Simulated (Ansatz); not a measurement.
## Converging zone-centre phonons against the mesh: Zn (P6_3/mmc, 2 atoms in the cell)

```xyz
2
Lattice="1.3366 -2.3151 0.0000 1.3366 2.3151 0.0000 0.0000 0.0000 4.9748" Properties=species:S:1:pos:R:3 pbc="T T T"
Zn     1.3366     0.7717     1.2437
Zn     1.3366    -0.7717     3.7311
```

Method of the run: PBE (plane waves, PAW; Ansatz, an electronic-structure program).

Base settings: basis.ecutwfc = 420 eV; kpoints.mp_grid.grid = 14 14 7; hamiltonian.xc = pbe; hamiltonian.pseudopotentials = {kind: paw} (the program's default PAW files); scf.occupations.method = gaussian; scf.occupations.width = 0.1 eV.

In this ladder: phonons.method = dfpt.

Frequencies are those of the unrelaxed cell, without the LO-TO term of polar crystals.

Only quantities that move along the ladder and can be compared are tabulated.

Core times come from one kind of shared machine, to one figure; runs under 30 s give none.

The starting cell has typed, rounded lattice constants, without a prior relaxation at this level. Its lattice was rescaled by up to half a per cent.

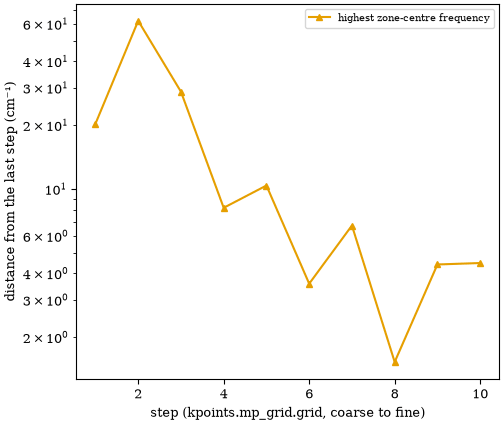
Fig. 1. Distance from the last step along the ladder; very small values are drawn at a floor.

| kpoints.mp_grid.grid | highest zone-centre frequency (cm⁻¹) | core time / last (rough) |
|---|---|---|
| 4 4 2 | 112.6 | – |
| 5 5 2 | 70.8 | – |
| 6 6 3 | 161.7 | – |
| 7 7 4 | 124.7 | – |
| 9 9 4 | 143.3 | – |
| 11 11 5 | 129.3 | – |
| 13 13 7 | 126.2 | – |
| 17 17 8 | 134.4 | 0.1 |
| 21 21 10 | 128.5 | 0.2 |
| 26 26 12 | 128.4 | 0.4 |
| 32 32 15 | 132.9 | 1 |

Coarsest kpoints.mp_grid.grid that holds the highest zone-centre frequency within 5 cm⁻¹: not settled: the last two steps still differ by 4.5 cm⁻¹, over half the tolerance, so the ladder does not show it.

Keys are those of Ansatz 0.2.
